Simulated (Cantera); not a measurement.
Feed: 1 mol Cu, 29 mol H2O, 280 mol H2, held at 1000 Pa.

Method: chemical equilibrium by Gibbs-energy minimisation in Cantera with the NASA 1993 tables (ideal gas, pure condensed phases). Candidate condensed phases: Cu, CuO, Cu(OH)2, Cu2O, H2O; 12 gas species. Kinetics and transport are ignored.

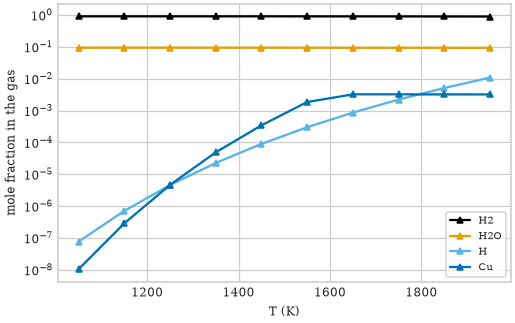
*Equilibrium gas composition (values under 1e-9 drawn at 1e-9)*

From 1050 K to 1350 K the condensed part is Cu(s). From 1450 K to 1550 K the condensed part is Cu(l). From 1650 K to 1950 K nothing is condensed. The main Cu-bearing gas is Cu throughout.
